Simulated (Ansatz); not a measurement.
# MnHg (P4/mmm): convergence test of the k-point mesh in Python

How fine a k-point mesh does MnHg (P4/mmm) need? Aim: a convergence test of the k-point mesh, for MnHg (P4/mmm), run from a script.

Program: the Python package of Ansatz 0.2.0. Level of theory: DFT r2SCAN, plane waves, PAW. These are calculated values, not measurements.

### Step 1. Starting point

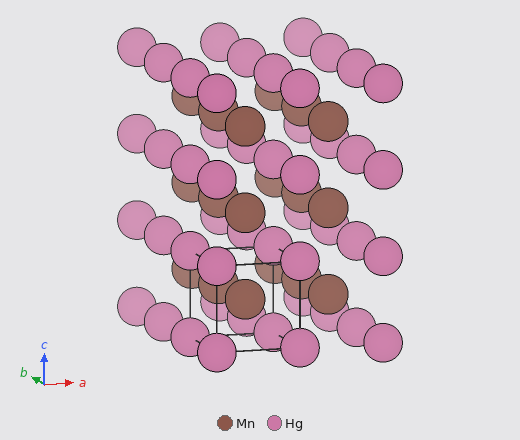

The structure that the script starts from, seen slightly off an axis (manganese brown, mercury pink). 2×3×3 cells are drawn. Atoms on cell faces are repeated.

The script holds or builds the structure itself.

### Step 2. Script

Input file kconv.py:

```python
"""Convergence of MnHg with the k-point mesh."""

import csv

import ansatz


def main() -> None:
    system = (
        ansatz.Lattice.from_parameters(3.288, 3.288, 3.313, alpha=90, beta=90, gamma=90)
        .space_group(123, hermann_mauguin="P4/mmm")
        .atom("Mn", [0.5, 0.5, 0.5])
        .atom("Hg", [0.0, 0.0, 0.0])
        .moments(Mn=2.8)
    )

    calc = (
        system.calculation()
        .spin("collinear")
        .pseudopotentials("paw")
        .functional(ansatz.Functional.R2SCAN)
        .occupations(ansatz.OccupationsMethod.FERMI_DIRAC, width=0.1)
    )

    rows = []
    for value in [(2, 2, 2), (3, 3, 3), (4, 4, 4), (6, 6, 5), (7, 7, 7), (8, 8, 8)]:
        rep = calc.kpoints(mesh=value).run().report
        rows.append((value, rep["free_energy_ev"] / len(rep["lattice"]["sites"]), rep["n_iterations"], rep["magnetization_mub"], rep["n_kpoints"]))

    with open("kconv.csv", "w", newline="") as handle:
        writer = csv.writer(handle)
        writer.writerow(["mesh", "F/atom (eV)", "iterations", "moment (muB)", "k-points"])
        writer.writerows([round(v, 5) if isinstance(v, float) else v for v in row] for row in rows)

    # the last row is the reference
    for row in rows[:-1]:
        shift = 1000 * (row[1] - rows[-1][1])
        print(f"{row[0]}: {shift:+.2f} meV/atom" + ("  (within 2 meV)" if abs(shift) < 2 else ""))


if __name__ == "__main__":
    main()
```

### Step 3. What the engine is handed

The package turns the script's settings into the engine's input (first run):

```yaml
crystal:
  lattice:
    a: 3.288
    b: 3.288
    c: 3.313
    alpha: 90.0
    beta: 90.0
    gamma: 90.0
  space_group: 123
  setting:
    hermann_mauguin: P4/mmm
  atoms:
    - { symbol: Mn, position: [0.5, 0.5, 0.5] }
    - { symbol: Hg, position: [0.0, 0.0, 0.0] }
kpoints:
  mp_grid:
    grid: [2, 2, 2]
hamiltonian:
  xc: r2scan
  pseudopotentials:
    kind: paw
magnetization:
  spin_polarized: true
  per_species:
    Mn: 2.8
scf:
  occupations:
    method: fermi_dirac
    width: 0.1
```

### Step 4. Launch

Launch:

```
python kconv.py
```

The program printed:

```text
DeckWarning: basis.ecutwfc = 500 eV, auto-derived from the records' recommended cutoffs: set by Mn (their level for a meta-GGA)
(2, 2, 2): -184.11 meV/atom
(3, 3, 3): +112.18 meV/atom
(4, 4, 4): +44.19 meV/atom
(6, 6, 5): -8.50 meV/atom
(7, 7, 7): -1.34 meV/atom  (within 2 meV)
```

(Warnings from the package without file and line.)

Wall time 75 s (1 thread of Arm Neoverse V1, shared host); peak memory 0.53 GiB.

kconv.csv, as written:

```csv
mesh,F/atom (eV),iterations,moment (muB),k-points
"(2, 2, 2)",-8866.02878,14,4.25011,6
"(3, 3, 3)",-8865.7325,16,3.59203,6
"(4, 4, 4)",-8865.80049,15,3.75578,18
"(6, 6, 5)",-8865.85318,18,4.31213,30
"(7, 7, 7)",-8865.84602,17,4.04632,40
"(8, 8, 8)",-8865.84467,16,4.15054,75
```

### Step 5. Inputs of later runs

The engine's inputs for some of the other runs:

Run 2, against run 1:

```diff
@@ -17 +17 @@
-    grid: [2, 2, 2]
+    grid: [3, 3, 3]
```

Run 4, against run 1:

```diff
@@ -17 +17 @@
-    grid: [2, 2, 2]
+    grid: [6, 6, 5]
```

Run 5, against run 1:

```diff
@@ -17 +17 @@
-    grid: [2, 2, 2]
+    grid: [7, 7, 7]
```

### Step 6. The runs side by side

One row for each of the 6 runs:

```csv
run,k mesh,energy from run 6 (meV/atom),moment (μB/cell),SCF cycles,CPU time (s)
1,"[2, 2, 2]",-184.11,4.25,14,4.4
2,"[3, 3, 3]",112.18,3.59,16,4.6
3,"[4, 4, 4]",44.19,3.76,15,8
4,"[6, 6, 5]",-8.50,4.31,18,14
5,"[7, 7, 7]",-1.34,4.05,17,16
6,"[8, 8, 8]",0.00,4.15,16,26
```

Energies are free energies F = E - TS of the smeared occupations. 

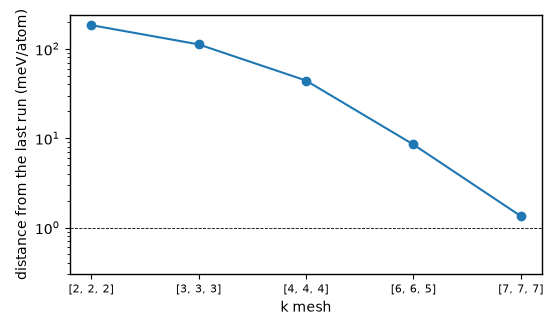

How far each run lies from the last one; the dashed line marks 1 meV/atom.

### Step 7. Outcome

| quantity | value |
| --- | --- |
| runs compared | 6 |
| last run but one, from the last | -1.34 meV/atom |
| within 5 meV/atom of the last run from | [7, 7, 7] |

What this shows: From 7×7×7 on it stays within 2 meV an atom of the value at 8×8×8; the first row (2×2×2) is off by 184.1 meV and the last but one by 1.34 meV. That rests on few rows after larger swings, so the series isn't shown to be converged. This holds for F at a smearing of 0.1 eV; a narrower one needs a denser mesh. It goes up and down, since the sum over k-points isn't variational. The last run costs about 6.1 times the first. Reading the output:
- The overall sign of a collinear moment is arbitrary, and semilocal functionals can give small moments to compounds that are paramagnetic.
- Within a few hundredths of an angstrom the cell has the higher group Pm-3m; the lower one is a small distortion.
- Spin-orbit coupling, which matters for elements this heavy, is left out.
- r2SCAN tends to overestimate the moments of itinerant magnets.
- Shifts are counted from the finest mesh, which is itself no proven limit.
